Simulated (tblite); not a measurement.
## SiH₄S₂: nudged elastic band

- system: SiH₄S₂, SMILES [SiH3]SS
- method: GFN2-xTB climbing-image nudged elastic band, gas phase (tblite 0.8.0)

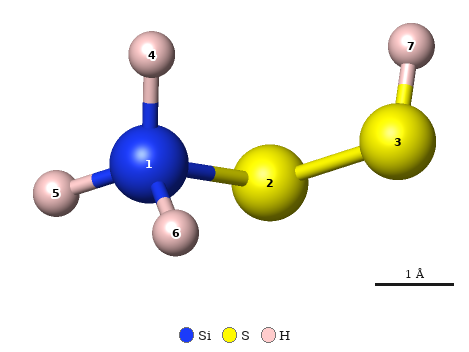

*The input geometry (ball-and-stick view, seen at a tilt; atoms are numbered from 1 in the order of the input).*

Bond lengths as drawn: H–S 1.34 Å, H–Si 1.45 to 1.46 Å, S–S 2.06 Å and S–Si 2.17 Å.

The input:
```
{"job": {"xc": "GFN2-xTB", "basis": "xTB", "kind": "neb"}, "charge": 0, "multiplicity": 1}
Si    -1.047005     0.338119    -0.031490
S      0.326905    -0.946567    -1.108074
S      1.889985    -0.958432     0.233381
H     -0.371977     1.620537     0.124646
H     -2.188435     0.370649    -0.926950
H     -1.298493    -0.299874     1.252211
H      2.692355    -0.119529    -0.429876
```

The first line tells a small driver script what to run in tblite; the rest is the geometry in Å.

Launched with:
```bash
OMP_NUM_THREADS=1 python <driver script> task.json out
```

Output:
```
image   E - E0 / eV
  0       0.0000
  1       0.0243
  2       0.0928
  3       0.1909
  4       0.0998
  5       0.0206
  6      -0.0001
```

Results in brief:

| quantity | value |
| --- | --- |
| outcome | converged |
| forward barrier | 0.191 eV |
| hardware | 1 CPU thread, shared host |
| wall time | 0.83 s |
| peak memory | 0.19 GiB |
